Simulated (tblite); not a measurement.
**Molecular dynamics, with input and output: C5H8O2 (part 2 of 2)**

C5H8O2, SMILES O=C1CCCCO1; GFN2-xTB Langevin dynamics, gas phase (tblite 0.8.0). 

Geometry of the input (Å):
```
O  2.1304  -1.8617  0.3526
C  1.1821  -1.1361  0.2146
C  1.3513  0.3399  -0.1022
C  0.0988  1.1836  0.1005
C  -1.0848  0.4305  -0.4933
C  -1.2302  -0.8811  0.2619
O  -0.0441  -1.6643  0.2857
H  2.1884  0.7070  0.4935
H  1.6639  0.3807  -1.1505
H  0.2228  2.1565  -0.3773
H  -0.0728  1.3520  1.1662
H  -0.9061  0.2336  -1.5523
H  -2.0087  1.0004  -0.3978
H  -1.9884  -1.5259  -0.1914
H  -1.5201  -0.6833  1.3021
```

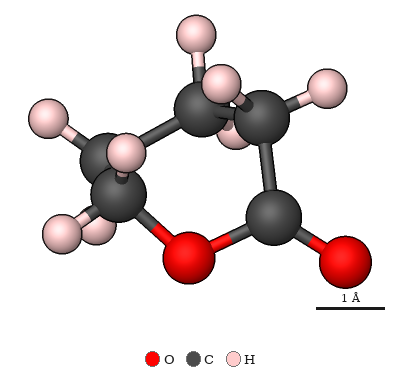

**Figure 1.** The geometry at step 4275 of the log (ball-and-stick view, seen at a tilt).

### Trajectory as extended XYZ, continued
```
15
Properties=species:S:1:pos:R:3:forces:R:3 step=2925 time_fs=4387.5 energy=-622.69415 temperature=896.3
O    -9.8507   -0.2260   -6.7179    0.1030  -0.2210   0.1580
C    -9.4301    0.8937   -6.7633    1.2790  -0.4330   0.4500
C    -7.9337    1.2798   -6.5473    0.3740  -1.9080  -1.0570
C    -7.5866    2.5525   -5.8431   -4.3270   1.4010  -2.3570
C    -8.9361    3.3920   -5.8331    1.6550  -1.8420   3.2510
C    -9.6346    3.1546   -7.0472   -1.4430   2.1140  -4.2190
O   -10.1992    1.8965   -7.1470    0.1100  -0.8890  -0.1990
H    -7.3177    0.5780   -5.9708   -0.7390  -0.8870  -0.5230
H    -7.5983    1.1776   -7.6327   -0.0090   0.5430   1.1420
H    -6.8875    3.0845   -6.3792    1.7440   1.1950  -0.8500
H    -7.4086    2.4295   -4.8685    1.4070  -0.7230   3.4700
H    -8.7295    4.3985   -5.5237   -0.2140   0.4680  -0.1640
H    -9.6633    2.8856   -5.0920    1.2710   0.8790  -0.2260
H    -9.0522    3.4588   -8.0589   -1.0220  -0.6420   1.8910
H   -10.5611    3.7189   -6.9607   -0.1900   0.9460  -0.7670
15
Properties=species:S:1:pos:R:3:forces:R:3 step=3150 time_fs=4725.0 energy=-622.53723 temperature=1097.4
O    -8.6131    0.8871   -7.5177   -0.8010   1.0580  -0.4540
C    -8.6052    2.0622   -7.2827    1.1470   2.0410   0.1530
C    -7.5945    2.6542   -6.2302   -2.0480   0.2570  -0.4620
C    -8.5166    3.2087   -5.0452    1.5700  -1.8520  -3.4000
C    -9.6298    3.9706   -5.6931   -1.3070   2.3760   1.4360
C    -9.4861    4.2798   -7.2163   -1.5190   1.4730   0.3790
O    -9.3866    3.0909   -7.8785    1.7610  -3.4920  -0.4710
H    -7.1417    1.8064   -5.8425    1.2400  -1.6620   0.6890
H    -6.7991    3.2678   -6.6453   -0.5800   0.5380  -0.1010
H    -7.8658    3.6481   -4.3708    0.8040   1.5830   1.2060
H    -8.7665    2.2664   -4.6248   -1.1170  -0.5910   0.6790
H    -9.5799    4.9824   -5.2309   -0.4980  -0.2990  -0.0550
H   -10.5966    3.5000   -5.3148    0.8680   0.6220  -1.2670
H    -8.7404    5.1653   -7.4132   -0.4660  -1.9950   0.3000
H   -10.4479    4.6622   -7.7412    0.9450  -0.0560   1.3690
15
Properties=species:S:1:pos:R:3:forces:R:3 step=3375 time_fs=5062.5 energy=-622.12367 temperature=937.6
O    -8.4525    2.2462   -8.1132   -0.3660   0.0970   0.7970
C    -8.9374    2.9160   -7.2160    0.0230  -0.1520  -4.2790
C    -8.3974    2.9089   -5.8407    4.2560   2.0710  -4.1440
C    -7.8964    4.3584   -5.6397   -1.0260  -1.9030   2.0530
C    -8.9874    5.2974   -6.1141    1.8090   1.5770  -0.6280
C   -10.2832    4.6626   -6.5513    0.2510  -1.4130   1.2340
O    -9.9376    3.7582   -7.6460   -0.1010   0.8940   1.5490
H    -9.1970    2.6918   -5.3750   -4.9950  -1.8970   4.6270
H    -7.6123    2.1829   -5.9678    0.2850  -0.3380   0.9340
H    -6.9876    4.3530   -6.1627    1.1640   0.7820  -0.7080
H    -7.6977    4.4732   -4.5602    0.0710   0.1370  -0.3160
H    -8.4960    5.6857   -7.0882   -1.2450   0.4100   1.4450
H    -9.1225    6.0606   -5.2968   -0.0840  -0.3400  -1.2800
H   -11.0279    5.4498   -6.4840   -0.2560   0.0320  -1.9400
H   -10.7187    3.9582   -5.8287    0.2150   0.0430   0.6570
15
Properties=species:S:1:pos:R:3:forces:R:3 step=3600 time_fs=5400.0 energy=-622.48871 temperature=641.9
O    -9.0263    2.8748   -8.3904    1.3310   0.5260   0.8350
C    -8.7388    3.7124   -7.5566   -2.1180   0.2040  -1.3790
C    -7.4751    3.9660   -6.8112    0.5470  -2.1060   0.0880
C    -7.1752    5.4431   -6.4564   -0.7170   1.3800  -1.9630
C    -8.4917    6.3296   -6.5132    0.6200   0.4080   2.7840
C    -9.6085    5.3557   -6.0842   -1.2340   3.7620  -5.8540
O    -9.7761    4.5360   -7.2236    0.3140  -1.3470   0.2720
H    -7.6928    3.3867   -5.9072   -0.2140   0.5090   0.8170
H    -6.7486    3.1536   -7.2070   -0.0890   2.2280  -0.1700
H    -6.6739    6.0566   -7.2230    0.9840  -1.2290  -0.0050
H    -6.6180    5.5317   -5.5436   -0.0670  -0.0830   0.4620
H    -8.5648    6.9409   -7.4151   -0.5630  -1.2320  -0.5130
H    -8.4986    7.1979   -5.7915    0.5190  -1.0130   0.1440
H   -10.5664    5.8755   -6.1217   -0.2270   0.1970   0.6730
H    -9.4262    4.8932   -5.2357    0.9120  -2.2040   3.8090
15
Properties=species:S:1:pos:R:3:forces:R:3 step=3825 time_fs=5737.5 energy=-623.14038 temperature=872.8
O    -8.0909    3.5610   -8.2181   -0.7590   0.8210   0.5910
C    -8.4908    4.5571   -7.6274    1.9730  -1.3290  -1.4420
C    -7.6409    5.7989   -7.6331   -2.2120   0.7650   0.3500
C    -7.5223    6.3687   -6.2325    0.7380   0.7130   1.9970
C    -8.8764    6.2254   -5.3089    1.6110   0.2670  -2.5800
C   -10.0261    5.6585   -6.1962    0.6460  -0.4410   2.7350
O    -9.6164    4.5401   -6.9926   -1.9240   0.5950   1.2280
H    -6.8384    5.5857   -8.2821    1.6640  -0.2180   0.2210
H    -8.1697    6.5638   -8.1791   -0.7600   0.3710  -0.5200
H    -7.2095    7.4703   -6.2792   -0.4250  -1.4500   0.0930
H    -6.6863    5.8072   -5.7143   -0.8870   0.7040  -0.2790
H    -9.2122    7.1814   -4.8727    0.4290  -0.4640  -0.2780
H    -8.6389    5.5131   -4.5511    0.0930  -0.3000   0.5770
H   -10.4651    6.5003   -6.6816   -0.3860   0.1370  -1.0890
H   -10.7255    5.3192   -5.3576    0.1990  -0.1700  -1.6030
15
Properties=species:S:1:pos:R:3:forces:R:3 step=4050 time_fs=6075.0 energy=-622.64832 temperature=652.8
O    -6.4589    6.4982   -7.8769   -0.4680   0.1610   0.1740
C    -7.4441    6.2339   -7.2179    1.8860  -0.3240  -0.4520
C    -7.7733    7.0339   -5.9986    0.7200  -1.6160   3.2900
C    -8.7739    6.2276   -5.0190    1.1700  -1.8440  -0.2390
C    -9.9855    5.9061   -5.9022    1.8760  -0.1420  -1.6870
C    -9.4029    4.8758   -6.9916   -0.6290   1.0480   0.0700
O    -8.0867    5.1072   -7.5462   -0.9640   0.7290   1.4490
H    -6.8080    7.5351   -5.5099   -1.7840  -1.5330  -0.9280
H    -8.4173    7.8070   -6.1596   -1.2360   2.5290  -1.2560
H    -9.2253    6.8011   -4.1805    1.2640  -0.3120  -0.2370
H    -8.3231    5.1298   -4.6968   -0.7990   2.8650  -0.2860
H   -10.3700    6.8921   -6.2999    0.0650  -1.3760   0.0870
H   -10.6969    5.3531   -5.3248   -0.6620   0.0160   0.0400
H    -9.9612    4.8531   -7.9281   -0.7570  -0.1490   0.2840
H    -9.4396    3.9070   -6.4863    0.3190  -0.0520  -0.3080
15
Properties=species:S:1:pos:R:3:forces:R:3 step=4275 time_fs=6412.5 energy=-622.45920 temperature=769.7
O    -6.1421    6.2115   -8.9620   -1.6730  -1.8780   2.6480
C    -6.8315    5.7061   -8.0598   -0.6530   1.8380  -2.2850
C    -6.9647    6.1992   -6.6266    1.6300  -2.6050   0.2870
C    -8.3418    6.6488   -6.3628   -3.0510   2.6320   0.5670
C    -9.4089    5.5222   -6.7389    1.6170   1.4440   2.2930
C    -8.5397    4.4354   -7.1589    0.7960  -2.0040  -1.0710
O    -7.9074    4.8748   -8.3241    2.6110   0.3600  -0.8350
H    -6.8149    5.2615   -5.9332    0.4600   1.8710  -0.9160
H    -6.2071    6.9232   -6.4567    0.5130   0.6510   0.3790
H    -8.5948    7.6505   -6.8498    0.3420  -1.3280  -0.3470
H    -8.4021    7.0422   -5.3058   -0.1450  -1.1850  -0.4900
H    -9.9507    5.5685   -7.6383   -1.1470   1.5980  -0.7790
H   -10.0380    5.2040   -5.9233   -0.2410   0.3300   0.4050
H    -9.1321    3.6479   -7.4968   -1.4080  -1.7980  -0.8010
H    -7.8253    3.9348   -6.5349    0.3490   0.0730   0.9460
15
Properties=species:S:1:pos:R:3:forces:R:3 step=4500 time_fs=6750.0 energy=-621.80575 temperature=819.8
O    -5.1527    4.8248   -9.4709   -2.6800  -0.1410   0.5880
C    -6.3359    4.8913   -9.1608    1.2270  -2.4460   0.4650
C    -7.1234    6.1728   -9.1564   -0.9500   0.5150   0.8150
C    -8.0349    6.4773   -7.8202   -0.8510  -0.7710  -4.7640
C    -7.9728    5.2088   -7.0335   -2.9150  -0.9390  -2.5640
C    -8.3420    4.0827   -8.0274    1.6170  -3.6470  -2.2680
O    -7.0581    3.6503   -8.7378    0.2180   4.6780  -0.2550
H    -6.3945    7.0239   -9.1751   -0.6900  -0.8240  -0.7970
H    -7.8416    6.0727  -10.0389    1.1670   0.5350   0.9180
H    -8.9979    6.9450   -8.3582    1.4050  -1.4460   1.9570
H    -7.5653    7.1996   -7.2874    1.2000   2.4240   1.4140
H    -8.6912    5.1843   -6.2566   -0.3480  -0.0110   1.1040
H    -6.9735    5.0304   -6.7950    1.3530  -0.2170   0.9950
H    -9.0672    4.2483   -9.0051    1.1300  -0.0620   2.8720
H    -8.4363    2.9884   -7.5655   -0.8850   2.3530  -0.4800
15
Properties=species:S:1:pos:R:3:forces:R:3 step=4725 time_fs=7087.5 energy=-622.29285 temperature=954.8
O    -4.8732    5.5117   -8.7438   -4.1650  -1.2730  -0.3180
C    -6.0593    5.0434   -8.8335    5.2910   3.0210  -0.1770
C    -7.2174    5.7491   -9.4612    0.1120   0.5480  -1.1940
C    -8.3284    5.6515   -8.4295    1.4250   1.9650   1.4400
C    -8.5996    4.2144   -8.0556    0.3990   0.2610   0.6690
C    -7.4674    3.3234   -8.7287   -4.1020   0.7430  -0.0950
O    -6.2838    3.8783   -8.3216    1.0000  -1.9230   1.0560
H    -7.0488    6.7928   -9.7642    0.4720  -0.1660   0.6280
H    -7.4103    5.2879  -10.4411   -0.3840  -0.2170   0.2130
H    -9.1167    6.4176   -8.6795    0.2830  -1.4100   0.3680
H    -7.8107    5.9806   -7.4989   -0.4450   0.9540  -0.4470
H    -9.5920    4.1341   -8.3734   -1.4610  -1.5750  -0.5800
H    -8.5726    4.0397   -6.9092    0.0780   0.2810  -1.8210
H    -7.4960    3.4762   -9.8327   -0.5290  -0.9090   0.5590
H    -7.9301    2.3784   -8.3834    2.0240  -0.3000  -0.3020
15
Properties=species:S:1:pos:R:3:forces:R:3 step=4950 time_fs=7425.0 energy=-622.22579 temperature=1178.6
O    -4.5917    5.7727   -8.4273    3.9880   4.7340   0.9890
C    -5.2677    4.8717   -8.5560   -4.4100  -4.5000  -1.7190
C    -6.6695    4.7404   -7.8980   -0.0330   1.6690  -0.5060
C    -7.5605    4.2318   -9.1059   -0.2180   0.8440   1.0270
C    -7.2148    2.7566   -9.2923    2.5850  -0.9360   0.9240
C    -5.4895    2.6217   -9.5372   -3.8320   2.9820   1.6210
O    -5.0349    4.0052   -9.6389    0.1410  -0.9010   2.1690
H    -6.6928    4.1194   -6.9952   -0.0430  -0.1590  -0.5350
H    -6.9618    5.8488   -7.4818    0.6080  -2.4020  -1.2520
H    -7.4312    4.9271   -9.9797    0.2710  -0.9560   0.6090
H    -8.6099    4.3837   -8.7980    0.2100  -0.4450  -0.1580
H    -7.7075    2.1747  -10.1197    0.3170   0.8200   1.1130
H    -7.3227    2.2970   -8.2293   -0.3610   0.2690  -2.0180
H    -5.3434    2.3687  -10.5320    0.4920  -1.4730  -1.2640
H    -5.1284    2.0471   -8.6609    0.2840   0.4550  -0.9990
15
Properties=species:S:1:pos:R:3:forces:R:3 step=5175 time_fs=7762.5 energy=-621.91637 temperature=812.8
O    -3.1277    5.4659   -9.0673    4.0770   4.5660  -0.8480
C    -3.8279    4.5878   -8.9819   -6.9790  -6.5290   2.1150
C    -4.9884    4.3488   -7.8712    2.1310   3.4990   0.7720
C    -6.2719    4.0355   -8.5470   -2.8140   0.0510  -0.8380
C    -6.1530    2.9435   -9.6511   -1.7100   0.1870  -0.2430
C    -4.8450    2.3594   -9.6496    2.9930  -0.4810  -1.9770
O    -3.9809    3.5359   -9.8226    2.1550  -1.0230  -0.9190
H    -4.5878    3.7016   -7.1317    0.0310  -1.5410   0.1470
H    -5.0043    5.3049   -7.1798   -0.5100  -1.0630  -1.6190
H    -6.6443    4.8844   -9.2069    0.4880  -0.2720   1.4260
H    -7.1215    3.8278   -7.7879    1.3280   0.0750  -1.0870
H    -6.2751    3.3555  -10.6301    0.0750   1.2280  -0.7390
H    -6.8398    2.1487   -9.7794   -1.4700  -0.8960   1.2660
H    -4.5969    1.5705  -10.4830   -0.4700   2.0620  -0.0680
H    -4.6487    1.6301   -8.9238    0.6740   0.1380   2.6130
15
Properties=species:S:1:pos:R:3:forces:R:3 step=5400 time_fs=8100.0 energy=-622.05204 temperature=1000.1
O    -1.2708    3.8322   -8.6683    5.3250   1.3820  -0.7400
C    -2.2544    3.2690   -8.4861   -5.1890   1.0610  -1.0830
C    -3.2407    3.6541   -7.4958   -0.9340   0.5640   3.4890
C    -4.7880    3.6153   -7.7834    1.4070  -0.2540   0.1250
C    -5.1839    2.7566   -9.0365   -3.2890   1.2260   1.7210
C    -3.9932    1.8915   -9.3721   -3.0330  -1.9680  -0.5730
O    -2.8966    2.6219   -9.4585    3.7660  -0.1250  -2.7910
H    -3.0635    2.8139   -6.8044   -0.1680   0.1600   0.6540
H    -3.0246    4.6229   -6.8959    0.0540  -1.4900  -1.0960
H    -5.1346    4.6363   -7.8325   -0.1970   0.1840  -0.4170
H    -5.0311    3.2657   -6.7852   -1.3980  -0.4880  -0.3290
H    -5.4949    3.5248   -9.8350    0.6880  -1.4510   0.8080
H    -6.2302    2.1644   -8.7203    2.6930   1.1130  -1.0250
H    -4.1920    1.3842  -10.3945    0.5330   0.4790   1.3730
H    -3.8727    1.1380   -8.5819   -0.2580  -0.3920  -0.1130
```

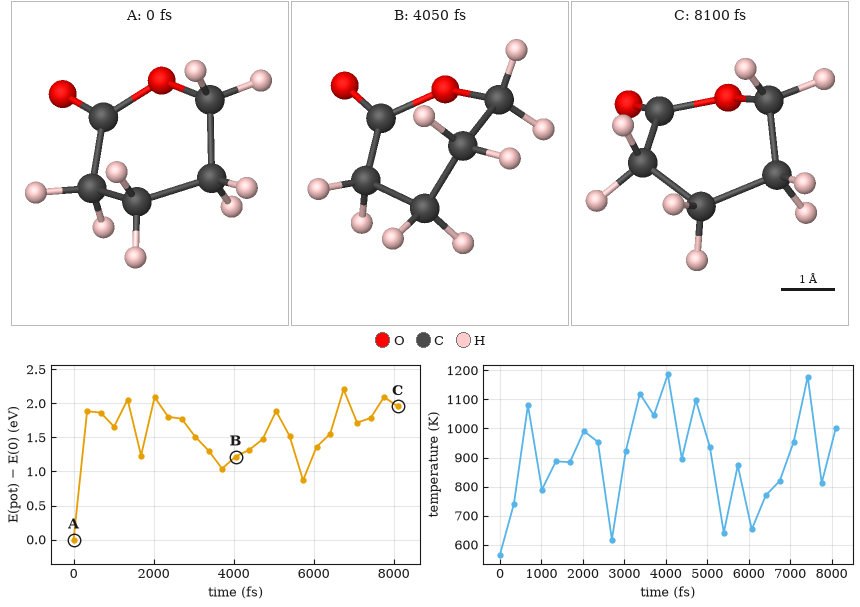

**Figure 2.** Frames of the molecular dynamics (ball-and-stick, seen at a tilt) above the curves, on which the letters mark them. The trajectory kept here has 25 frames over 8100 fs. The temperature starts at 566 K, ranges from 566 to 1186 K and averages 909 K over the second half. The potential energy ends 1.958 eV above its first value. After an unweighted best fit of the last frame on the first, the root-mean-square displacement is 0.65 Å, and H8 has moved furthest (1.26 Å).

### Results in brief

```json
{"quantity": "outcome", "value": "finished"}
{"quantity": "mean temperature over the second half", "value": "909 K"}
{"quantity": "trajectory", "value": "25 frames kept, 8100 fs"}
{"quantity": "hardware", "value": "1 CPU thread, shared host"}
{"quantity": "wall time", "value": "35 s"}
{"quantity": "peak memory", "value": "0.46 GiB"}
```
